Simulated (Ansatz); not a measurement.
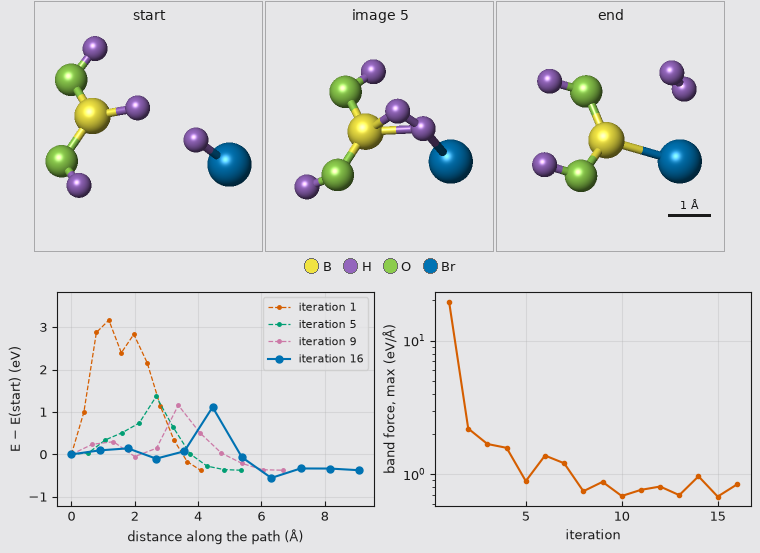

A nudged-elastic-band calculation for BH4O2Br. Images are numbered from 0 (start) to 10 (end). The plot follows the band through its iterations. A ball-and-stick model, seen at a tilt.

These are results of RKS B3LYP-D4/def2-SVP in Ansatz 0.2.0, not measurements. Set-up: 9 movable images; climbing image; force threshold 0.05 eV/Å; iteration limit 16; spring constant 20.0 eV/Å²; starting path through a guess of the saddle point.

Q: How did the profile develop, and is the result final?

A: The result isn't final. The band hadn't converged when the run stopped after 16 iterations. The largest component of the band force went from 20 to 0.84 eV/Å. The barrier read from it is provisional: over the last two iterations the highest image moved from 1.03 eV to 1.11 eV. The first iteration put the highest image at 3.16 eV. Relative to the start the highest point is image 5 at +1.11 eV and the end lies at −0.37 eV, but the profile dips to −0.56 eV at image 7 on the way, so there may be more than one step; on an unconverged band the side maxima are provisional.

Cost: 13 min on 2 threads of AMD EPYC 7571, on a shared host, peak memory 0.23 GiB.
